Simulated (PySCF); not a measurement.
C6H8OS2Si

```xyz
18

O     4.4393    0.4402    0.2561
C     3.1462    0.0871    0.1547
C     2.5487   -0.9647    0.7817
C     1.1798   -1.0653    0.4661
C     0.7238   -0.1046   -0.3877
Si   -0.9678    0.1543   -1.1121
C    -2.3087    1.0287   -0.0756
C    -3.2951   -0.1413   -0.0837
S    -2.2936   -1.5141   -0.7848
S     2.0210    0.9692   -0.8364
H     4.6308    1.2139   -0.2861
H     3.0773   -1.6325    1.4353
H     0.5375   -1.8364    0.8526
H    -0.9167    0.5805   -2.5105
H    -1.9913    1.2648    0.9391
H    -2.7370    1.9322   -0.5039
H    -3.6587   -0.4307    0.8996
H    -4.1444    0.0251   -0.7429
```

Geometry: GFN2-xTB.

Level of theory: PBE0/pcSseg-1, SCF density, gas phase, non-relativistic in PySCF.

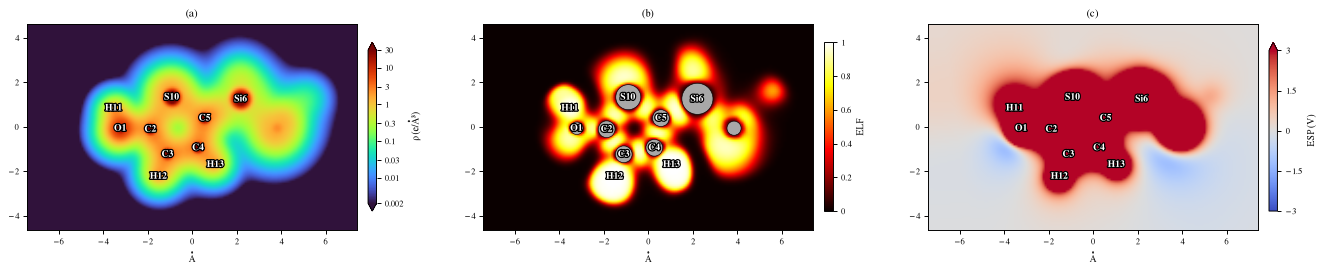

Figure 1. (a) total electron density; (b) electron localisation function; (c) molecular electrostatic potential on the plane of atoms O1, C2 and C3. Grey discs cover the atomic cores in the ELF map.

**What does the map show?**

The plane passes through O, C, Si, S and H nuclei.
C–O (1.34 Å): the density is about 2.4 e/Å³ at the midpoint, with its minimum of 2.1 e/Å³ about 0.5 Å from C; the ELF peaks at about 0.90 between the atoms; a polar covalent bond.
C–C (1.36 Å): the density is about 2.2 e/Å³ at the midpoint; the ELF peaks at about 0.95 between the atoms, as expected for localised, covalent bonding.
C–S (1.74 Å): ρ is about 1.4 e/Å³ halfway; the ELF peaks at about 0.90 between the atoms; localised, covalent bonding.
C–Si (1.86 Å): ρ at the midpoint is about 0.95 e/Å³; the ELF peaks at about 0.95 between the atoms; a covalent bond.
O–H (0.96 Å): the density is about 3.7 e/Å³ at the midpoint; the ELF climbs to about 1 towards the hydrogen, as it does in any bond to H (an ordinary covalent bond to hydrogen).
The ELF also peaks beside S9 and S10, away from the bonds: lone-pair regions.
Outside the dense part of the molecule the potential is most negative (−1.2 V) near O1.

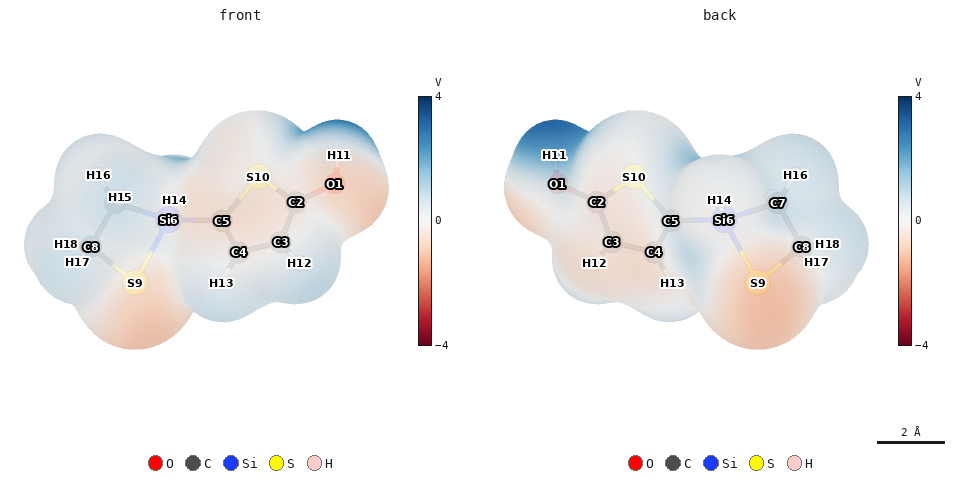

Figure 2. The molecular electrostatic potential painted on the density surface at 0.002 e/bohr³, seen from the front and from behind; the colour scale runs from red (negative) to blue (positive).

**Describe the electrostatic potential map.**

The most negative region (about −1.2 V) lies over S9, the most positive (about +3.0 V) over H11.

**How polar is the molecule by this calculation?**

Its dipole moment is 2.85 D.
